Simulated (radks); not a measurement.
**Nuclear size and the levels of Ta**

Aim: how the total energy, the levels and the density at the nucleus of Ta respond when the nuclear radius is scaled.

Method: Dirac Kohn-Sham, LDA (Slater exchange, Perdew-Wang correlation), spin-unpolarised, spherical densities, finite nucleus; open shells fill j = l - 1/2 first. Code: radks (a radial shooting solver on a logarithmic mesh, Libxc functionals) version 1.

## (1) Starting point

| Quantity | Value |
| --- | --- |
| element | tantalum (Z = 73) |
| charge | 0 |
| electrons | 73 |
| configuration | [Xe] 4f14 5d3 6s2 |
| nuclear rms radius | 5.3507 fm |

## (2) rms radius 5.3507 fm

The run's settings:

```text
Z 73
configuration [Xe] 4f14 5d3 6s2 6p0 7s0
relativity Dirac
functional lda,pw
spin unpolarised
j_filling energy
nucleus finite rms 5.3507 fm
c 137.035999084
```

## (3) rms radius 4.6498 fm

Input: that of step 2 with these lines changed.

```diff
@@ -6,3 +6,3 @@
 j_filling energy
-nucleus finite rms 5.3507 fm
+nucleus finite rms 4.6498 fm
 c 137.035999084
```

## (4) rms radius 4.9976 fm

Input: that of step 3 with these lines changed.

```diff
@@ -6,3 +6,3 @@
 j_filling energy
-nucleus finite rms 4.6498 fm
+nucleus finite rms 4.9976 fm
 c 137.035999084
```

## (5) rms radius 5.5273 fm

Input: that of step 4 with these lines changed.

```diff
@@ -6,3 +6,3 @@
 j_filling energy
-nucleus finite rms 4.9976 fm
+nucleus finite rms 5.5273 fm
 c 137.035999084
```

## (6) rms radius 6.0837 fm

Input: that of step 5 with these lines changed.

```diff
@@ -6,3 +6,3 @@
 j_filling energy
-nucleus finite rms 5.5273 fm
+nucleus finite rms 6.0837 fm
 c 137.035999084
```

**Question.** What will these runs give? Wanted: for each run, rms radius; total energy shift; density at nucleus; 1s1/2 shift; 2s1/2 shift; 5p1/2 shift; 6s1/2 shift; 6p1/2 shift.

As calculated:

| rms radius (fm) | total energy shift (eV) | density at nucleus (e/bohr³) | 1s1/2 shift (meV) | 2s1/2 shift (meV) | 5p1/2 shift (meV) | 6s1/2 shift (meV) | 6p1/2 shift (meV) |
| --- | --- | --- | --- | --- | --- | --- | --- |
| 4.6498 | -13.1 | 1.371e+06 | -5317 | -742 | 0.444 | -0.425 | 0.152 |
| 4.9976 | -6.75 | 1.338e+06 | -2741 | -383 | 0.229 | -0.219 | 0.0785 |
| 5.3507 | 0 | 1.307e+06 | 0 | 0 | 0 | 0 | 0 |
| 5.5273 | 3.49 | 1.293e+06 | 1417 | 198 | -0.118 | 0.113 | -0.0406 |
| 6.0837 | 15.0 | 1.252e+06 | 6081 | 849 | -0.506 | 0.486 | -0.174 |

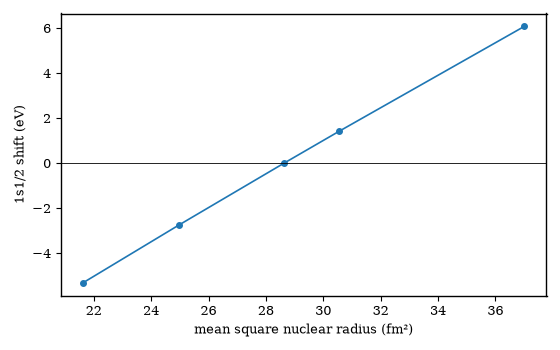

Shift of the 1s1/2 level against the mean square radius.

Shifts are against the first run. Over the range the 1s1/2 level moves by 11.4 eV and the 6p1/2 level by -0.326 meV. A larger nucleus binds the 1s electrons less and lowers the density at its centre. These are shifts of eigenvalues, not the field shifts of spectral lines.
